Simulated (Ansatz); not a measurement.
Ligand exchange: InH2Cl + GeH3(SH) → InH2(SH) + GeH3Cl

Species: InH2Cl `[Cl][InH2]`, singlet; GeH3(SH), singlet; InH2(SH), singlet; GeH3Cl (chlorogermane) `[Cl][GeH3]`, singlet. The partners trade Cl for SH: In–Cl and Ge–SH bonds give way to In–SH and Ge–Cl.

Shapes, held fixed at every level: PBE0-D4/def2-TZVP. Programs: Ansatz 0.2.0. The zero-point and thermal change to 298 K, harmonic and unscaled (PBE0-D4/def2-TZVP), is +0.3 kJ/mol.

```tsv
level	kind	ΔH(298 K) (kJ/mol)	less CCSD(T)/def2-TZVPP
HF/def2-SVP	Hartree–Fock	+6.9	+5.4
SPW92/def2-TZVPP	LDA	-0.6	-2.1
B3LYP-D4/def2-TZVPP	global hybrid	+2.9	+1.4
BHLYP-D4/def2-TZVPP	global hybrid	+3.5	+2.0
wB97X-V/def2-TZVPP	range-separated hybrid	+3.4	+1.9
B2PLYP/def2-TZVPP	double hybrid	+2.0	+0.5
CCSD/def2-TZVPP	coupled cluster or CI	+2.2	+0.7
CCSD(T)/def2-TZVPP	coupled cluster or CI	+1.5	0.0
```

The highest level, CCSD(T)/def2-TZVPP, gives ΔH(298 K) = +1.5 kJ/mol; the levels span -0.6 to +6.9. That is about zero within the method's error. They disagree on the sign: 7 of 8 are positive. The column of differences is taken from that level and isn't an error. No measured value is set beside it here. For atoms past krypton def2 sets carry core potentials with scalar relativity. Relativity is left out for Ge. Outer-core shells of Ge, In are correlated, in sets that cover them unevenly.

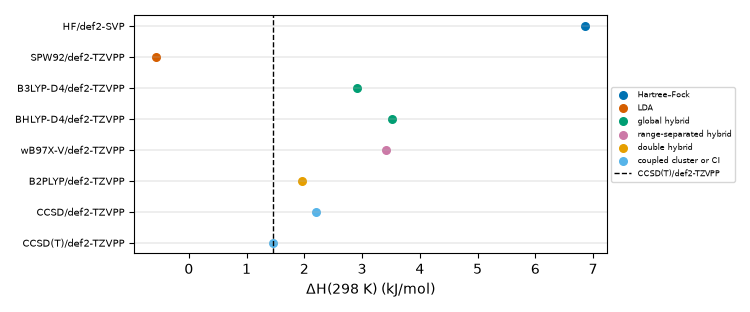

The values of the table, level by level.
